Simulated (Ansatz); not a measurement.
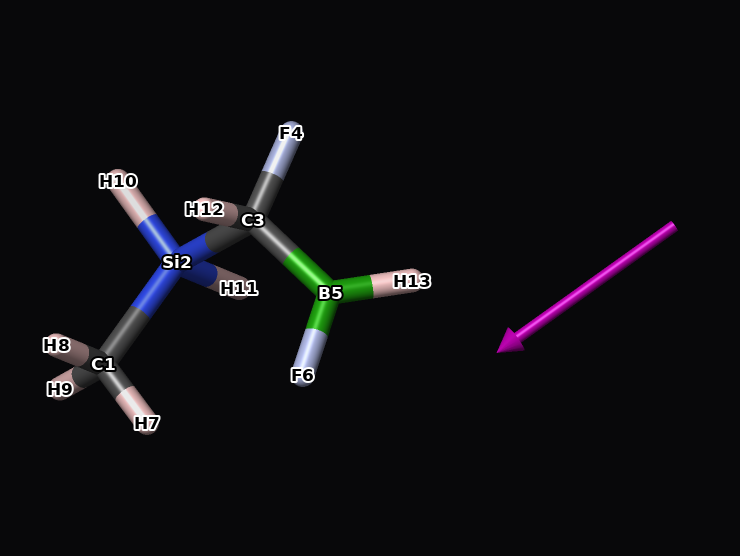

The arrow beside the molecule shows the direction of the dipole moment, from the negative to the positive end (its length means nothing). The computed structure is the end point of a PBE0-D4/def2-TZVP optimisation. No frequency run is at hand to confirm it as a minimum. Level of theory: RKS PBE-D4/def2-TZVPP (Ansatz 0.2.0).

Q: Estimate the dipole moment.

A: 1.81 D; it points from the side of F4, H13 to the side of H8, H9 (the outermost atoms at the two ends).
